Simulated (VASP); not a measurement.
Band structure of Sc (hcp). Level of theory: r2SCAN meta-GGA, VASP's PBE PAW potentials (set 64) (plane waves; VASP).

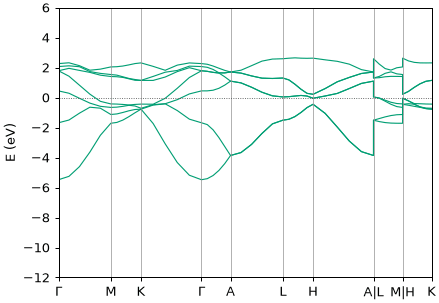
*Bands along high-symmetry lines, zero at the valence-band maximum or, without a gap, the Fermi level*

Problem. Read the plot: is there a gap, and where are the band edges?

Solution. It has no gap at this level: it comes out as a metal or semimetal.

The compound is Sc in the hcp structure. It was relaxed first.
